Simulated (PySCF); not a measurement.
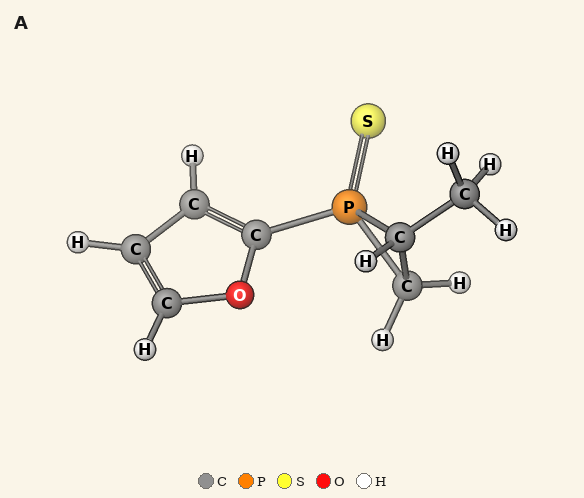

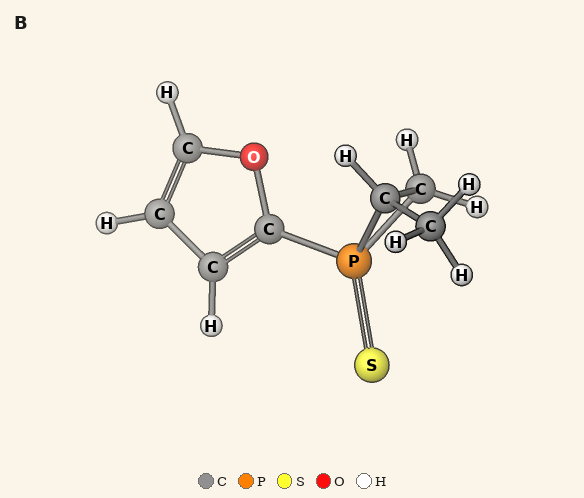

Distant atoms are faded towards the background colour. The computed structure is the end point of a PBE0-D3(BJ)/def2-SVP optimisation. No frequency run is at hand to confirm it as a minimum.

Are A and B the same structure? If not, how do they differ?

No. They are enantiomers, mirror images that no rotation superimposes: A is C[C@@H]1C[P@@]1(=S)c1ccco1 (R, S), B is C[C@H]1C[P@]1(=S)c1ccco1 (R, S). Their energies are equal.
